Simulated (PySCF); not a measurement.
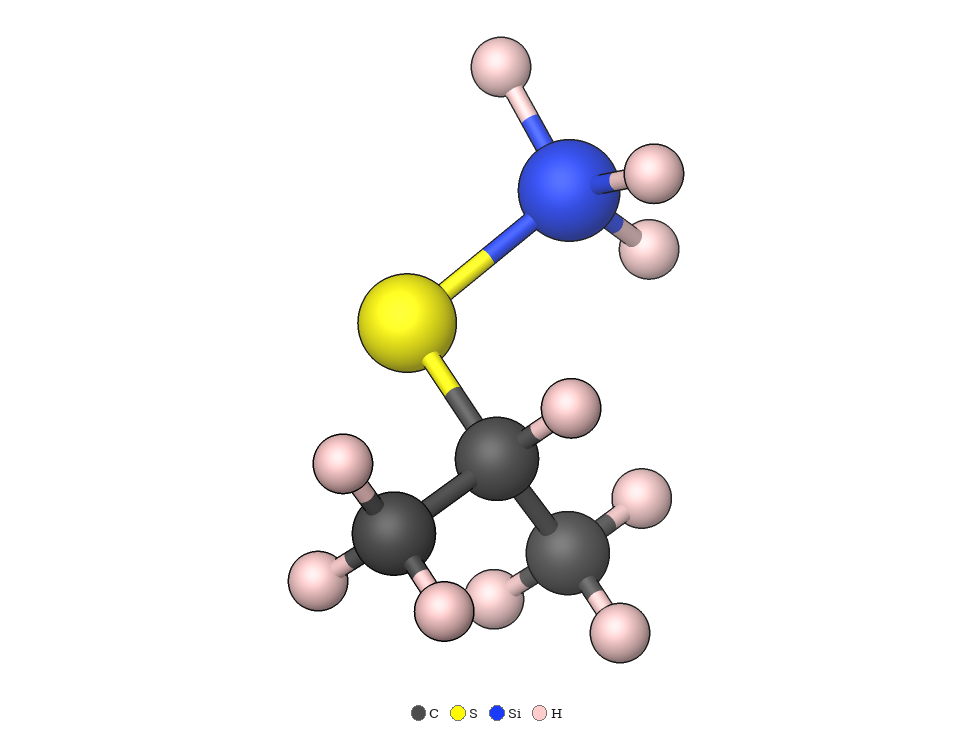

Ball-and-stick drawing of a structure. Every bond is drawn as one stick, whatever its order.

The geometry was computed by an optimisation with GFN2-xTB. No frequency run is at hand to confirm it as a minimum.

Which formula does it have?

C₃H₁₀SSi, 15 atoms: 3 carbon, 10 hydrogen, 1 sulfur and 1 silicon.

Describe its rings.

It has no ring.

Name some functional groups or characteristic bonds that it holds.

Among them: Si–H bond.

More results for the same structure follow; atom numbers are the same in all pictures, views and colours differ.

## Shape

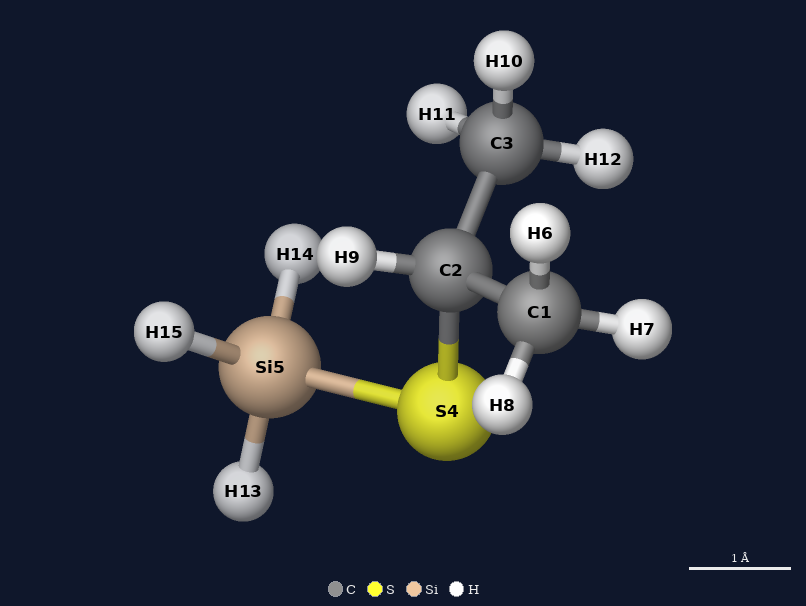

The atoms are numbered. No frequency run is at hand to confirm it as a minimum.

Give these bond angles: C1–C2–C3, C1–C2–H9, C2–C1–H7, C2–C3–H10, C2–C3–H11, C2–C3–H12, C2–S4–Si5, C3–C2–S4, C3–C2–H9, S4–C2–H9, S4–Si5–H13, S4–Si5–H14.

| angle | degrees |
| --- | --- |
| C1–C2–C3 | 111.8 |
| C1–C2–H9 | 109.9 |
| C2–C1–H7 | 110.0 |
| C2–C3–H10 | 109.9 |
| C2–C3–H11 | 111.1 |
| C2–C3–H12 | 110.0 |
| C2–S4–Si5 | 102.1 |
| C3–C2–S4 | 110.3 |
| C3–C2–H9 | 110.3 |
| S4–C2–H9 | 106.3 |
| S4–Si5–H13 | 103.7 |
| S4–Si5–H14 | 110.3 |

## NMR shielding

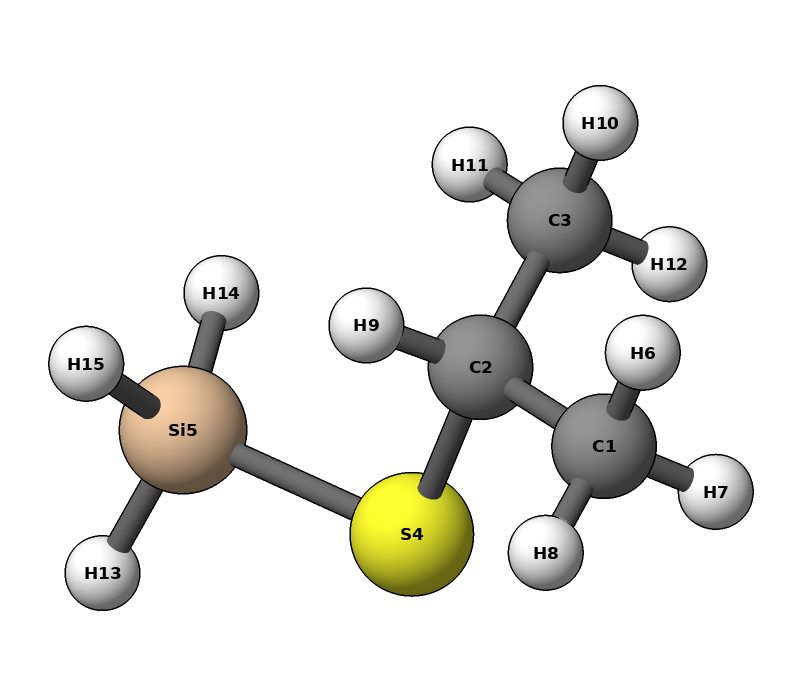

No frequency run is at hand to confirm it as a minimum. Method: GIAO PBE0/pcSseg-1 NMR shielding, non-relativistic, gas phase (PySCF 2.14.0). Principal shieldings σ11 ≤ σ22 ≤ σ33, span Ω = σ33 − σ11, skew κ = 3(σiso − σ22)/Ω.

Give the shielding tensors of the S atoms.

| atom | σ11 | σ22 | σ33 | σiso | Ω | κ |
| --- | --- | --- | --- | --- | --- | --- |
| S4 | 436.0 | 531.0 | 902.5 | 623.2 | 466.5 | 0.59 |

Shieldings and span in ppm.

## Charges

The questions are on IAO charges. No frequency run is at hand to confirm it as a minimum. Properties computed with PBE0/pcSseg-1, gas phase (PySCF 2.14.0).

List the IAO charges.

```csv
atom,value (e)
C1,−0.42
C2,−0.15
C3,−0.42
S4,−0.21
Si5,0.54
H6,0.14
H7,0.15
H8,0.15
H9,0.14
H10,0.14
H11,0.14
H12,0.15
H13,−0.10
H14,−0.13
H15,−0.12
```

## Electronic properties

No frequency run is at hand to confirm it as a minimum. Method: PBE0/def2-SVPD, gas phase (PySCF 2.14.0). Excitations: vertical, linear response.

Predict the main results.

- dipole moment: 1.66 D
- HOMO energy (Kohn–Sham orbital): −6.77 eV
- LUMO energy (Kohn–Sham orbital): 0.14 eV
- HOMO–LUMO gap: 6.91 eV
- mean static polarisability: 86.9 bohr³
- lowest vertical singlet excitation: 5.53 eV
- its oscillator strength: 0.009

The geometry is semi-empirical. Around Si such bond lengths and angles can be off by a tenth of an ångström or more and by several degrees, and values that hang on the shape move with them.
